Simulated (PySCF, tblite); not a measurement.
# C3H10PSi2 radical: geometry, infrared bands and EPR parameters

Aim: predict the infrared bands and EPR parameters of C3H10PSi2 radical (`C=CC[Si]([SiH3])P`).

The runs use tblite 0.8.0 and PySCF 2.14.0, with density-fitted response routines of our own; the level of theory stands in each step. All values are computed, except where a source is named. Atoms are numbered from 0 throughout.

**1. The starting structure**

16 atoms, charge 0, multiplicity 2; geometry from: force field or distance geometry start.

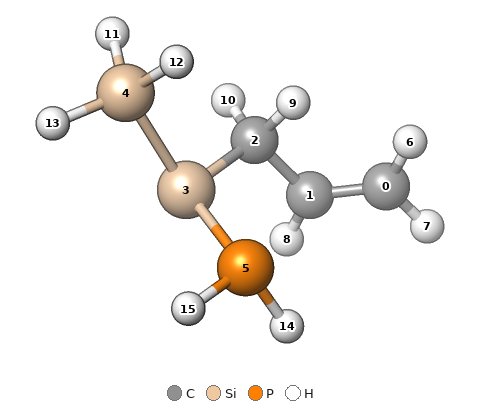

The starting geometry (carbon grey, silicon light orange, phosphorus orange, hydrogen white), atoms numbered.

**2. Optimising the geometry with GFN2-xTB**

What the job is given:

```
{"job": {"kind": "relax", "xc": "GFN2-xTB", "basis": "xTB"}, "charge": 0, "multiplicity": 2}
C     -2.754800    -0.452500     0.028900
C     -1.763500    -0.297700    -0.859900
C     -0.383200    -0.847100    -0.523400
Si     0.920900     0.449800    -0.496500
Si     2.746700    -0.614100     0.324000
P      0.358700     2.156400     0.785800
H     -2.616800    -0.954700     0.983200
H     -3.763300    -0.050000    -0.196500
H     -1.903700     0.199600    -1.797200
H     -0.494700    -1.251700     0.523600
H     -0.164600    -1.732100    -1.162200
H      2.713400    -1.939400    -0.344300
H      2.613800    -0.776800     1.782600
H      3.942900     0.172100    -0.036500
H     -0.862000     2.755500     0.249500
H      1.402600     3.191500     0.727400
```

Launch:

```console
$ OMP_NUM_THREADS=1 python probes_run.py task.json out
```

This one command runs all jobs of the session in turn.

The log of the run:

```text
step      E/eV     max force
  0    -472.69944    2.831
  1    -472.96886    1.346
  2    -473.12463    1.117
  3    -473.22539    1.158
  4    -473.31175    0.885
  5    -473.38500    0.652
  6    -473.40595    0.491
  7    -473.42412    0.326
  8    -473.43415    0.266
  9    -473.44454    0.236
 10    -473.45198    0.263
 11    -473.46008    0.227
 12    -473.46819    0.226
 13    -473.47568    0.191
 14    -473.48075    0.161
 15    -473.48393    0.124
 16    -473.48619    0.115
 17    -473.48826    0.150
 18    -473.49071    0.225
 19    -473.49405    0.249
 20    -473.49792    0.190
 21    -473.50109    0.119
 22    -473.50307    0.092
 23    -473.50458    0.105
 24    -473.50610    0.124
 25    -473.50771    0.103
 26    -473.50923    0.090
 27    -473.51060    0.094
 28    -473.51207    0.105
 29    -473.51384    0.109
 30    -473.51562    0.118
 31    -473.51715    0.109
 32    -473.51864    0.095
 33    -473.52051    0.111
 34    -473.52302    0.133
 35    -473.52613    0.180
 36    -473.52915    0.203
 37    -473.53130    0.161
 38    -473.53262    0.090
 39    -473.53349    0.075
 40    -473.53419    0.068
 41    -473.53492    0.087
 42    -473.53575    0.082
 43    -473.53670    0.083
 44    -473.53779    0.080
 45    -473.53902    0.092
 46    -473.54028    0.107
 47    -473.54142    0.089
 48    -473.54234    0.082
 49    -473.54316    0.075
 50    -473.54410    0.076
 51    -473.54517    0.079
 52    -473.54623    0.090
 53    -473.54704    0.066
 54    -473.54761    0.066
 55    -473.54809    0.059
 56    -473.54862    0.074
 57    -473.54910    0.088
 58    -473.54945    0.056
 59    -473.54971    0.046
 60    -473.54997    0.039
 61    -473.55030    0.058
 62    -473.55068    0.060
 63    -473.55101    0.050
 64    -473.55126    0.044
 65    -473.55150    0.043
 66    -473.55180    0.048
 67    -473.55219    0.055
 68    -473.55261    0.054
 69    -473.55302    0.050
 70    -473.55345    0.055
 71    -473.55394    0.057
 72    -473.55440    0.044
 73    -473.55470    0.036
 74    -473.55488    0.035
 75    -473.55507    0.041
 76    -473.55534    0.046
 77    -473.55568    0.041
 78    -473.55599    0.035
 79    -473.55622    0.035
 80    -473.55644    0.042
 81    -473.55675    0.051
 82    -473.55716    0.059
 83    -473.55762    0.054
 84    -473.55795    0.037
 85    -473.55816    0.034
 86    -473.55835    0.035
 87    -473.55862    0.057
 88    -473.55891    0.057
 89    -473.55913    0.041
 90    -473.55922    0.018
 91    -473.55925    0.014
 92    -473.55928    0.015
 93    -473.55933    0.019
 94    -473.55939    0.019
 95    -473.55945    0.015
 96    -473.55949    0.011
 97    -473.55951    0.008
```

Run time: 0.81 s. Hardware: 1 thread of Arm Neoverse V1, shared host.

Step by step: (not every step is listed)

```tsv
step	energy from step 0 (eV)	largest force (eV/Å)
0	0.0000	2.8308
1	-0.2694	1.3458
2	-0.4252	1.1173
3	-0.5260	1.1585
4	-0.6123	0.8854
5	-0.6856	0.6516
6	-0.7065	0.4908
7	-0.7247	0.3257
8	-0.7347	0.2657
16	-0.7868	0.1153
24	-0.8067	0.1238
32	-0.8192	0.0952
40	-0.8348	0.0681
48	-0.8429	0.0817
56	-0.8492	0.0741
64	-0.8518	0.0443
72	-0.8550	0.0437
80	-0.8570	0.0416
88	-0.8595	0.0567
92	-0.8598	0.0154
93	-0.8599	0.0188
94	-0.8600	0.0193
95	-0.8600	0.0152
96	-0.8601	0.0108
97	-0.8601	0.0083
```

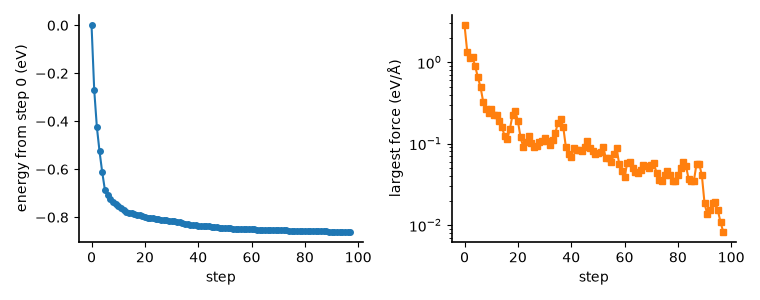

Energy and largest force along the relaxation.

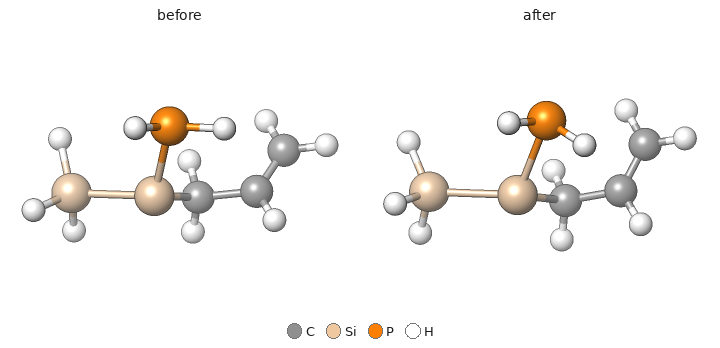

The geometry before (left) and after (right).

Close pairs (by a distance rule), those that changed most:

```tsv
bond	before (Å)	after (Å)	change (Å)
C2–Si3	1.839	1.945	+0.106
P5–H15	1.471	1.385	-0.086
P5–H14	1.462	1.384	-0.078
Si3–Si4	2.267	2.332	+0.065
Si3–P5	2.207	2.254	+0.046
C1–C2	1.523	1.482	-0.041
C2–H9	1.128	1.092	-0.036
C0–H7	1.109	1.076	-0.033
```

The final coordinates are the input of the step that follows.

**3. Harmonic vibrations with GFN2-xTB**

What the job is given:

```
{"job": {"kind": "ir", "xc": "GFN2-xTB", "basis": "xTB"}, "charge": 0, "multiplicity": 2}
C     -2.702092    -0.089170     0.114529
C     -1.822349    -0.363440    -0.835459
C     -0.509496    -1.007726    -0.594466
Si     0.873766     0.352432    -0.450306
Si     2.863346    -0.539554     0.375579
P     -0.091056     1.879490     0.897696
H     -2.529800    -0.372794     1.140602
H     -3.631268     0.412965    -0.093304
H     -2.020315    -0.072356    -1.859866
H     -0.528673    -1.562204     0.345655
H     -0.264909    -1.703219    -1.396269
H      3.153027    -1.791153    -0.327931
H      2.962075    -0.844667     1.807607
H      3.956264     0.392396     0.084356
H     -0.721041     2.591821    -0.107563
H      1.004922     2.726125     0.887728
```

The log of the run:

```text
mode    cm-1     km/mol
  1      28.0      0.05
  2      36.9      0.37
  3      72.3      0.53
  4      84.2      2.76
  5      98.9      2.71
  6     140.8      2.08
  7     151.6      5.29
  8     225.5      4.90
  9     358.8     32.50
 10     403.9      0.95
 11     410.7     11.89
 12     426.6     11.22
 13     500.1     15.91
 14     581.0     31.34
 15     653.1      9.19
 16     681.1     16.02
 17     715.4     13.17
 18     754.1    725.34
 19     767.5     95.05
 20     797.5    150.29
 21     831.8    127.60
 22     877.7     14.77
 23     952.5     11.14
 24    1014.3      9.28
 25    1036.4     15.45
 26    1147.8     15.35
 27    1158.3     26.67
 28    1186.8      9.88
 29    1294.3      5.35
 30    1408.9      3.68
 31    1458.3      0.68
 32    1694.6     19.33
 33    2206.0    282.24
 34    2229.2    203.42
 35    2235.5    282.31
 36    2287.9     77.38
 37    2375.2    134.20
 38    2960.1     16.04
 39    2988.9     20.23
 40    3044.5     35.67
 41    3092.8     17.99
 42    3124.9     48.44
```

Wall time 0.67 s (1 thread of Arm Neoverse V1, shared host).

The strongest bands and the atoms that carry them (share of the mass-weighted mode):

```tsv
cm⁻¹	km/mol	atoms
754	725.3	H13 28 %, H11 28 %, H12 20 %
768	95.0	H10 26 %, H9 22 %, C2 21 %
798	150.3	H11 46 %, H13 42 %
832	127.6	H12 56 %, H13 24 %, H11 17 %
2206	282.2	H12 92 %
2229	203.4	H13 93 %
2236	282.3	H11 94 %
2375	134.2	H14 49 %, H15 47 %
```

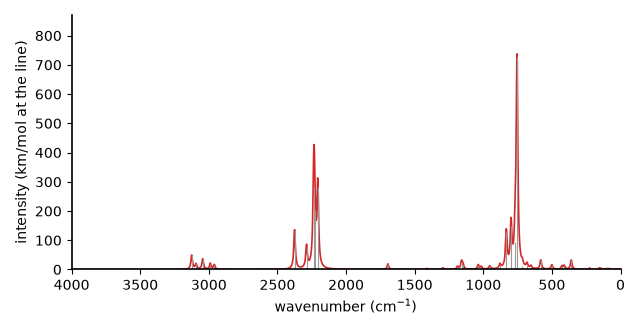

The infrared spectrum from these modes, unscaled. Lines are broadened to a width of 14 cm⁻¹ (Lorentzian).

**4. EPR parameters: B3LYP/pcH-1**

Same as in step 3 but for these lines:

```diff
@@ -1,2 +1,2 @@
-{"job": {"kind": "ir", "xc": "GFN2-xTB", "basis": "xTB"}, "charge": 0, "multiplicity": 2}
+{"job": {"kind": "epr", "basis": "pcH-1"}, "charge": 0, "multiplicity": 2}
 C     -2.702092    -0.089170     0.114529
```

Level: UKS B3LYP, pcH-1 on C H P Si, non-relativistic, mean-field spin-orbit, GIAO.

The log of the run:

```text
UKS, coarse grid
  cycle   1  E = -1040.60843009  |g| = 3.34e-01
  cycle   2  E = -1040.57657444  |g| = 3.89e-01
  cycle   3  E = -1040.65952358  |g| = 5.04e-02
  cycle   4  E = -1040.66092875  |g| = 1.41e-02
  cycle   5  E = -1040.66105191  |g| = 6.67e-03
  cycle   6  E = -1040.66107632  |g| = 2.62e-03
  cycle   7  E = -1040.66107982  |g| = 8.52e-04
UKS, final grid
  cycle   1  E = -1040.66105280  |g| = 1.51e-03
  cycle   2  E = -1040.66104965  |g| = 2.89e-03
  cycle   3  E = -1040.66105399  |g| = 1.30e-04
  cycle   4  E = -1040.66105400  |g| = 2.86e-05
E = -1040.66105400 Eh   <S^2> = 0.7525 (exact 0.7500)
g shifts (ppm)      1          2          3
  rmc          -138       -138       -138
  gc             13         49         54
  oz_so        -397       2610       5579
  total        -523       2521       5495
hyperfine (MHz)  atom isotope    a_iso     a_fc   dipolar eigenvalues
    0   13C       0.55       0.55     -0.49     -0.02      0.51
    1   13C       0.52       0.52     -0.60     -0.40      1.00
    2   13C      12.65      12.61     -4.04     -3.80      7.84
    3  29Si    -410.70    -411.42   -153.99     76.48     77.51
    4  29Si     -47.06     -47.11    -11.02      3.90      7.12
    5   31P      13.18      13.43    -49.04    -40.61     89.64
    6    1H       0.48       0.48     -1.08     -0.59      1.66
    7    1H       0.01       0.01     -0.66     -0.60      1.26
    8    1H      -0.31      -0.31     -1.89     -1.53      3.41
    9    1H      47.45      47.45     -4.12      0.99      3.13
   10    1H       6.36       6.36     -3.93     -2.29      6.22
   11    1H      -3.71      -3.71     -2.28     -1.14      3.42
   12    1H      63.62      63.61     -2.17     -0.27      2.44
   13    1H      -0.09      -0.09     -2.45     -1.20      3.65
   14    1H      44.14      44.13     -3.52     -0.89      4.41
   15    1H       2.64       2.63     -3.23     -0.33      3.56
```

Wall time 88 s (1 thread of Arm Neoverse V1, shared host); peak memory 0.96 GiB.

Principal g values 2.00180, 2.00484, 2.00781; g(iso) = 2.00482, against 2.00232 for a free electron.

Mean a(iso) over the nuclei that a row names, and the largest dipolar term of the row (other rows stand at the frozen geometry):

```tsv
nuclei	isotope	a(iso) (MHz)	a(iso) (G, at g = 2.0023)	largest dipolar term (MHz)
Si3	29Si	-410.7	-146.5	-154.0
Si4	29Si	-47.1	-16.8	-11.0
H9, H10	1H	26.9	9.6	6.2
H14, H15	1H	23.4	8.3	4.4
H11, H12, H13	1H	19.9	7.1	3.6
P5	31P	13.2	4.7	89.6
C2	13C	12.7	4.5	7.8
C0	13C	0.6	0.2	0.5
C1	13C	0.5	0.2	1.0
H6	1H	0.5	0.2	1.7
H8	1H	-0.3	-0.1	3.4
H7	1H	0.0	0.0	1.3
```

Mulliken spin populations:

C0 0.00; C1 0.00; C2 0.00; Si3 0.84; Si4 0.02; P5 0.08; H6 0.00; H7 0.00; H8 0.00; H9 0.02; H10 0.00; H11 0.00; H12 0.03; H13 0.00; H14 0.01; H15 0.00

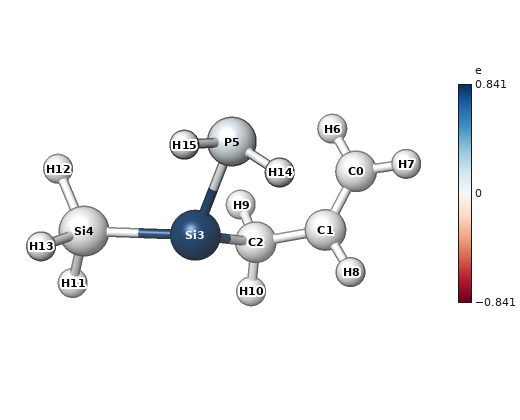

Mulliken spin populations, as colours on the atoms.

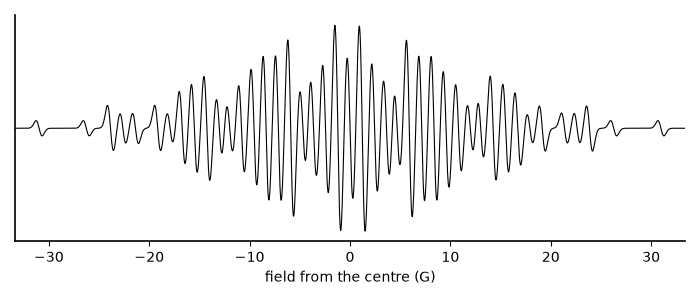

First-order isotropic spectrum (first derivative, main isotopes with spin only, couplings over 0.8 MHz, Gaussian width 0.3 G; couplings of the frozen geometry, rotation of groups not averaged beyond the rows shown).

Orbitals, density, ELF and potential are computed afterwards from the orbital file.

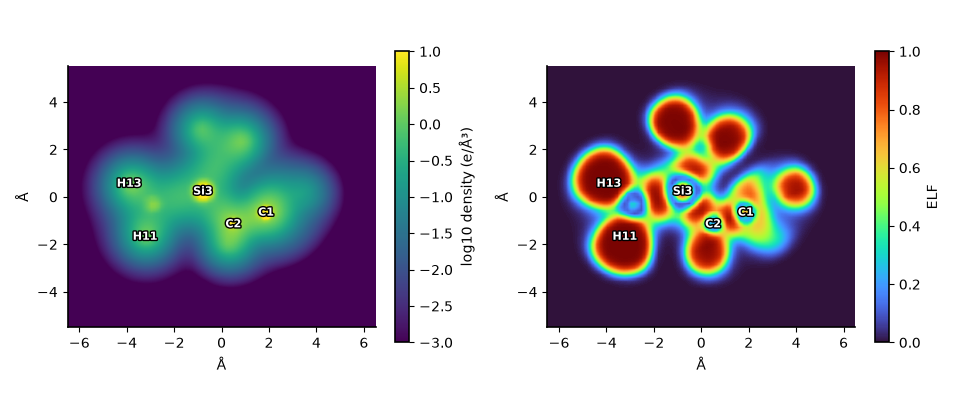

Density (left) and ELF (right) in a plane through or near 5 of the atoms.

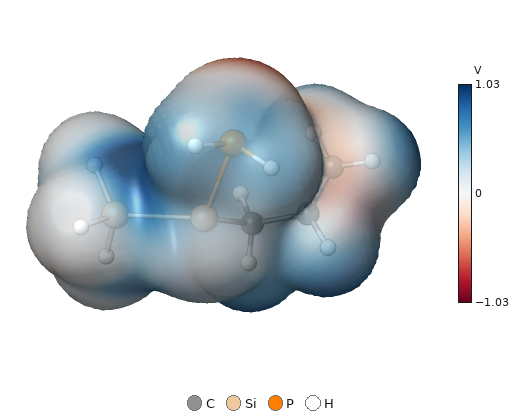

Electrostatic potential on the surface of density 0.002 e/bohr³; red is low, blue high. It runs from -0.70 V near P5 to 1.03 V near H15.

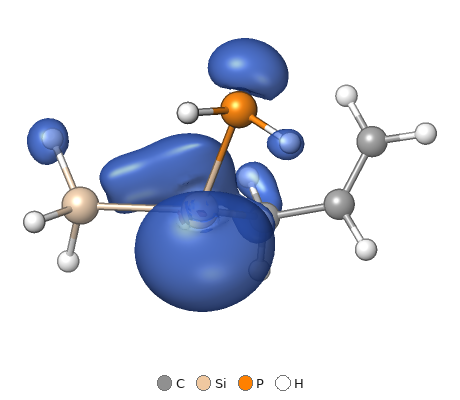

Spin density at ±0.02 e/Å³ (alpha excess blue, beta excess red).

**5. Summary of results**

| quantity | value |
| --- | --- |
| strongest single infrared mode (GFN2-xTB) | 754 cm⁻¹, 725 km/mol |
| zero-point energy (GFN2-xTB) | 69.3 kcal/mol |
| g(iso) (B3LYP) | 2.00482 |
| ⟨S²⟩ | 0.752 (exact 0.75) |
| largest a(iso) (averaged by class) | 29Si on Si3, -410.7 MHz |
| potential on the surface of density 0.002 e/bohr³, 1st and 99th percentile | -0.70 V and 1.03 V |

What this shows: Relaxing lowered the energy by 0.860 eV in 97 steps; the close pair that moved most is C2–Si3, from 1.839 to 1.945 Å. No mode is imaginary among the 42: a minimum at this level. The strongest single mode, at 754 cm⁻¹, is spread over several atoms, H13, H11, H12 among them. Unscaled tight-binding wavenumbers are off by several per cent, some by more. Its intensities can rank the bands wrongly. Si3 carries the largest spin population, 0.84 e. The isotropic g lies 2.5 ppt above the free-electron value. These values are for one conformer; the search (at its own cheap level) found 2 more, at 0.36, 1.60 kcal/mol, and measured spectra average over such forms.
